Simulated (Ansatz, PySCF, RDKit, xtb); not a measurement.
# Which structure has the formula [CH3B2]+?

Given the formula [CH3B2]+ (charge +1) and nothing else, which arrangement of the atoms is the most stable in the gas at 298.15 K, and what are its properties?

Plan: many cheap relaxations first (GFN2-xTB), then density-functional screening, relaxation at B3LYP/6-31G*, vibrations and a final energy. The numbers are computed, not measured.

9 further runs of the same task are left out: 9 set aside as unsound or not needed.

**1. Possible bonding patterns**

A program enumerates the bonding patterns with one Lewis structure each (two rings at most, one unusual centre or charged pair), with their diastereomers. O–O, O–halogen and N–halogen bonds and N–N–N chains are not drawn. That gives 12 candidates.

| label | SMILES | spin |
| --- | --- | --- |
| c092 | B=C[BH+] | singlet |
| c094 | [B+]1BC1 | singlet |
| c101 | B1B[CH+]1 | singlet |
| c156 | [B+]=[BH-][CH2+] | singlet |
| c240 | B=[C+]B | singlet |
| c248 | BB=[CH+] | singlet |
| c284 | [B+]=BC | singlet |
| c443 | [B+]=CB | singlet |
| c467 | [BH+][BH-]=[CH+] | singlet |
| c476 | [B+]=[C+][BH3-] | singlet |
| c553 | [BH+]B=C | singlet |
| c918 | [B+]1[BH2-][CH+]1 | singlet |

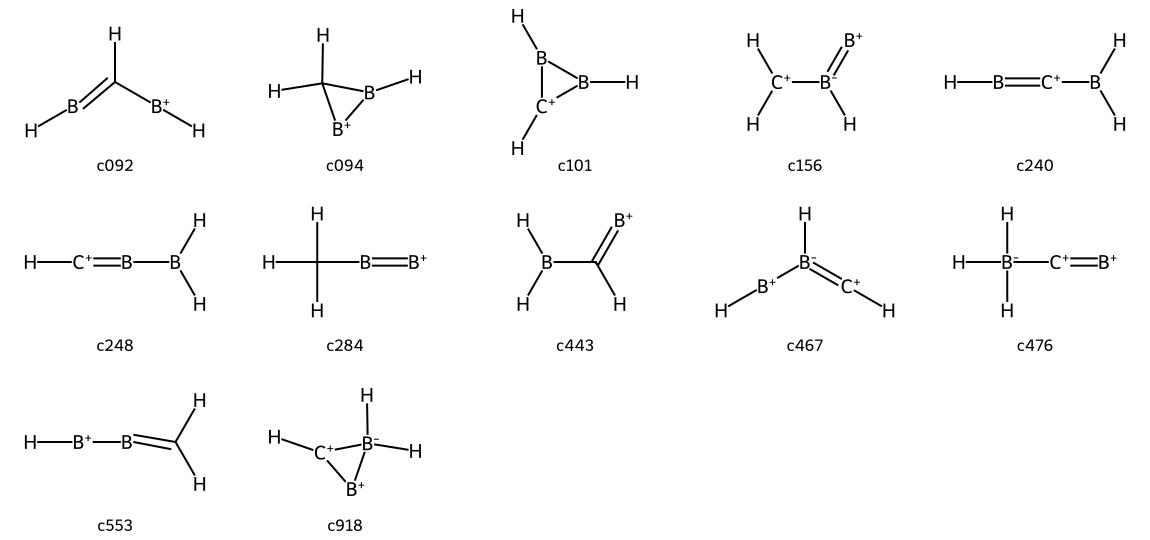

Structural formulas of the candidates.

Candidates are built by distance geometry, with a force field where one applies, in up to four conformers (letters a to d). 16 starts with atoms placed at random are added, to find patterns that the rules miss.

Q: Predict the outcome of this search (final energies at CCSD(T)/def2-TZVPP).

| quantity | value |
| --- | --- |
| lowest structure found | B=C[BH+], singlet, C2v |
| next finalist | [BH+]B=C, singlet, 38.6 kcal/mol higher in G |
| share at equilibrium, among the finalists | 100.0 % |
| harmonic wavenumbers, lowest and highest (B3LYP/6-31G*) | 212 and 3069 cm⁻¹ |
| rotational constants, same geometry | 2.337, 0.3834, 0.3293 cm⁻¹ |
| HOMO energy (PBE0/def2-TZVPD) | -14.55 eV |
| LUMO energy (PBE0/def2-TZVPD) | -8.50 eV |
| HOMO–LUMO gap (PBE0/def2-TZVPD) | 6.04 eV |
| lowest excitation (TD-B3LYP/def2-SVPD) | 3.97 eV (f = 0.000) |
| strongest of the states computed, same level | 5.71 eV (f = 0.224) |
| lowest triplet excitation, same level, Tamm-Dancoff | 3.66 eV |
| vertical ionisation energy | 17.04 eV |
| vertical recombination energy (electron added) | 6.40 eV |
| vertical triplet less singlet | +3.58 eV |

The search ends on `B=C[BH+]`. The margin of 38.6 kcal/mol over the next finalist is beyond the usual error of the last level; it says nothing of structures that weren't ranked. r2SCAN-D4/def2-SVP, B3LYP/6-31G*, HF/def2-TZVPP and MP2/def2-TZVPP already put its bonding pattern lowest among the structures in one piece. A large T1 diagnostic among the finalists warns that one reference determinant may not suffice. It concerns: the finalist [BH+]B=C (singlet). The search is not exhaustive (a finite list of starts, one conformer a finalist), so a lower isomer can't be ruled out. Patterns outside the rules of the enumeration were met only by chance.
